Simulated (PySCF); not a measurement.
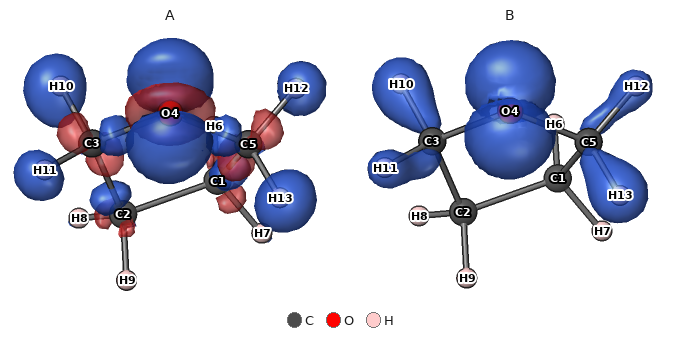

C4H8O, SMILES `C1CCOC1`. The Fukui function f⁻ from two separate SCF calculations and the density of the HOMO, at ±0.05 e/Å³ (blue positive, red negative).

PySCF calculation, B3LYP/6-311+G**, gas phase; geometry: GFN2-xTB. No frequency check shows the geometry to be a minimum.

Which panel is which, and how good is the frozen-orbital picture?

A is f⁻ (it has negative regions), B the HOMO density. The HOMO lies on O4 (57 %), C3 and C5 (9 % each) and H10 and H13 (6 % each); f⁻ (Hirshfeld-condensed) is largest on O4 (0.30); the vertical ionisation energy is 9.37 eV (the stability of the cation's solution wasn't checked). Relaxation shifts 31 % of the electron between atoms. The orbital energy is −6.81 eV.

Cost of the run: 51 s on 1 thread of Intel(R) Xeon(R) 6975P-C (Granite Rapids) (shared host), peak memory 0.73 GiB.
